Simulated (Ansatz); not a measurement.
**TiO (space group C2/m): frozen-phonon scan**

Starting cell, TiO (space group C2/m):

```xyz
10
Lattice="4.5629 -2.0425 0.0000 4.5629 2.0425 0.0000 -1.7015 0.0000 5.4416" Properties=species:S:1:pos:R:3 pbc="T T T"
Ti     5.4135     0.0000     1.7583
Ti     2.0108     0.0000     3.6833
Ti     4.6641     0.0000     4.5316
Ti     2.7602     0.0000     0.9100
Ti     8.2751     0.0000     2.7208
O      4.5629     0.0000     0.0000
O      7.3067     0.0000     0.9182
O      0.1176     0.0000     4.5233
O      6.4659     0.0000     3.5840
O      0.9584     0.0000     1.8576
```

The atoms are displaced by Q × the pattern below (from a DFPT mode at Γ, largest move 1; Q in Å), at fixed cell.

| atom | x | y | z |
|---|---|---|---|
| Ti1 | 0.000 | 0.789 | 0.000 |
| Ti2 | 0.000 | -0.789 | 0.000 |
| Ti3 | 0.000 | 1.000 | 0.000 |
| Ti4 | 0.000 | -1.000 | 0.000 |
| O7 | 0.000 | -0.778 | 0.000 |
| O8 | 0.000 | 0.778 | 0.000 |
| O9 | 0.000 | -0.554 | 0.000 |
| O10 | 0.000 | 0.554 | 0.000 |

Atoms not listed stay in place.

The numbers are results of LDA (plane waves to 420 eV, PAW, scalar-relativistic; Ansatz, a first-principles code), not measurements. k mesh 12×12×8 (Γ-centred), Fermi-Dirac smearing 0.05 eV. Energies are smeared free energies. With partly filled bands, energies and forces of such displacements shift with the k mesh and the smearing. TiO is run without spin polarisation and with no Hubbard U. TiO was relaxed with its symmetry unable to fall. ΔE is measured from the undisplaced structure.

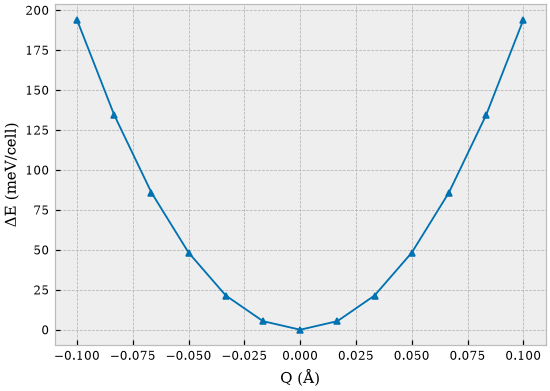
Figure: ΔE (meV/cell) against Q (Å); computed points joined by lines.

The energy at Q = 0.100 Å is 194 meV/cell. Symmetry of the curve: even: the same for both signs. Shape of the curve: a single well with its minimum at or next to zero displacement. Space group of the distorted cell: P-1 (No. 2), lowered from C2/m. Harmonic wavenumber from the curvature (finite differences): 238 cm⁻¹.

E″ = 38.50 eV/Å², M = Σ mᵢ|uᵢ|² = 184.6 u, ν̃ = 521.5·√(|E″|/M).

(A displaced cell: forces are minus the slopes of the energy, force constants its curvatures, and phonons follow from these.)
